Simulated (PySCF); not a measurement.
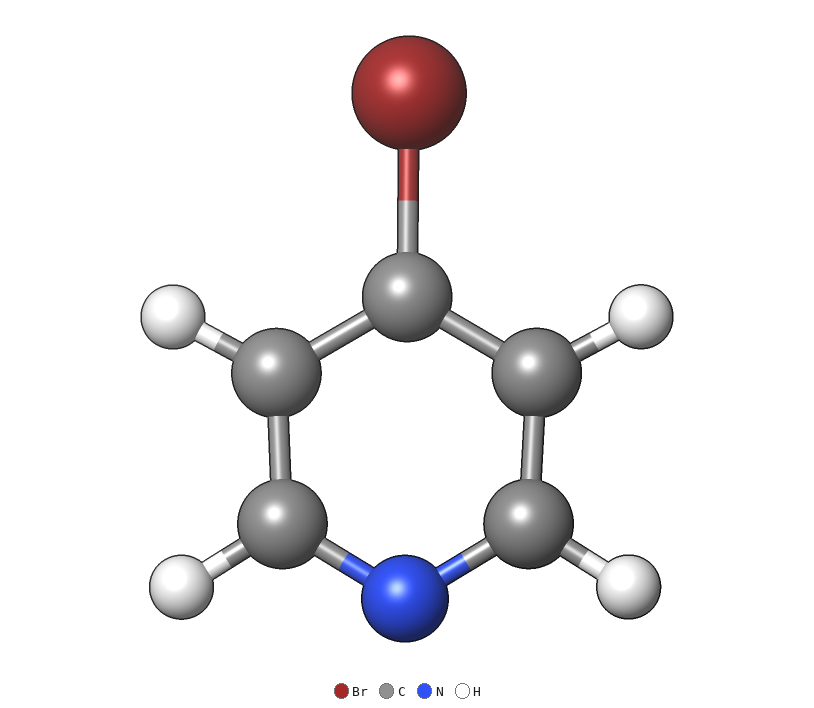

The geometry was computed by an optimisation with PBE0-D3(BJ)/def2-SVP. No frequency run is at hand to confirm it as a minimum. Level of theory: B3LYP/pcJ-1 (pcSseg-1 on Br), gas phase (PySCF 2.14.0).

Computed properties:

The species is C5H4BrN (`Brc1ccncc1`).
- dipole moment: 0.88 D
- HOMO energy (Kohn–Sham orbital): −7.46 eV
- LUMO energy (Kohn–Sham orbital): −1.33 eV
- HOMO–LUMO gap: 6.13 eV
